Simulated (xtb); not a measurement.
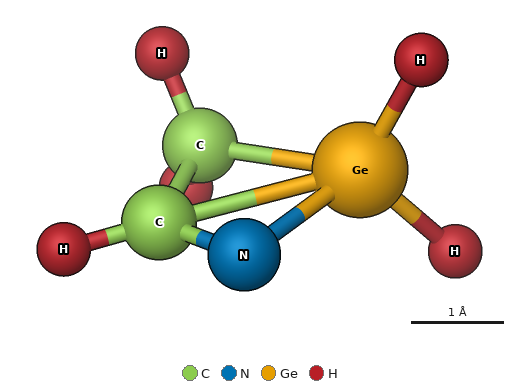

The input geometry (ball-and-stick view, seen at a tilt). Sticks mark near contacts. Bond lengths as drawn: C–C 1.51 Å, C–Ge 1.98 to 2.30 Å, C–H 1.09 to 1.10 Å, C–N 1.28 Å, Ge–H 1.54 Å and Ge–N 1.91 Å.

C2H5GeN: property calculation

C2H5GeN, computed with GFN2-xTB (xtb 6.7.1).

The geometry comes from this level: PBE0-D4/def2-TZVP.

## Input file (geo.gen)
```
9 C
 C N Ge H
   1  1     -0.18680000     -0.54970000     -1.07510000
   2  2      1.03590000     -0.18250000     -1.14150000
   3  3      0.90390000      0.56060000      0.61300000
   4  1     -0.88540000     -0.19710000      0.21850000
   5  4     -0.67560000     -1.07950000     -1.90340000
   6  4      1.05650000      2.08910000      0.68410000
   7  4      1.77600000     -0.12700000      1.67670000
   8  4     -1.72050000      0.49740000      0.10700000
   9  4     -1.21560000     -1.05770000      0.80370000
```

Launched with:
```bash
xtb geo.gen --ceh --wbo -c 0 | tee run.log
```

## Log
```
* xtb version 6.7.1
   ID    Z sym.   atoms
    1    6 C      1, 4
    2    7 N      2
    3   32 Ge     3
    4    1 H      5-9

           -------------------------------------------------
          |                Calculation Setup                |
           -------------------------------------------------

          program call               : xtb geo.gen --ceh --wbo -c 0
          coordinate file            : geo.gen
          omp threads                :                     1

 Calculation of CEH charges
------------------------------------
 CEH charges written to ceh.charges

------------------------------------------------------------------------
------------------------------------------------------------------------
 total:
 *  cpu-time:     0 d,  0 h,  0 min,  0.008 sec
 * ratio c/w:     1.000 speedup
```

## Standard error
```
normal termination of xtb
```

## Results in brief

| quantity | value |
| --- | --- |
| outcome | converged |
| hardware | 1 thread of Arm Neoverse V1, 24 GiB of memory available, shared host |
| peak memory | 0.074 GiB |
